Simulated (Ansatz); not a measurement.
Correcting a cheap level on S-containing molecules

The dipole moment in D of 6 S-containing molecules: x at wB97M-V/def2-TZVPP, y as measured (NIST CCCBDB). Shapes, held fixed at every level: PBE0-D4/def2-TZVP. Programs: Ansatz 0.2.0.

| molecule | x (D) | y (D) |
| --- | --- | --- |
| SF2 (sulfur difluoride) | 1.15 | 1.05 |
| SO2F2 (sulfuryl fluoride) | 1.16 | 1.12 |
| HBS (hydrogen boron sulfide) | 1.43 | 1.30 |
| CH4S (methanethiol) | 1.51 | 1.52 |
| SO2 (sulfur dioxide) | 1.80 | ? |
| SCl2O2 (sulfuryl chloride) | 1.95 | 1.81 |

Task: Fit y = c + s·x to the known rows and predict y for SO2.

Result: 
1. Means of the 5 rows: x = 1.4400, y = 1.360.
2. Σ(Δx)² = 0.4276, Σ(Δx·Δy) = 0.3984, so the slope is 0.3984/0.4276 = 0.93171.
3. Intercept: 1.360 − (0.93171) × 1.4400 = 0.018. The largest residual of the fit is 0.095.
4. SO2: 0.018 + 0.93171 × 1.80 = 1.70 D.

The measured value is 1.63 D, so the prediction is off by +0.07 D, within the largest residual. Uncorrected, wB97M-V/def2-TZVPP misses it by +0.17 D, and the other rows by 0.08 on average. The line removes about 60 % of this miss. Left out in turn, the other rows are missed by 0.08 D on average, hardly better than no correction.

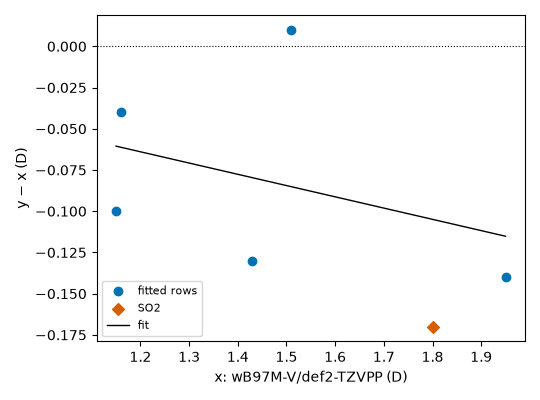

The correction y − x against x, with the fitted line and the withheld molecule.
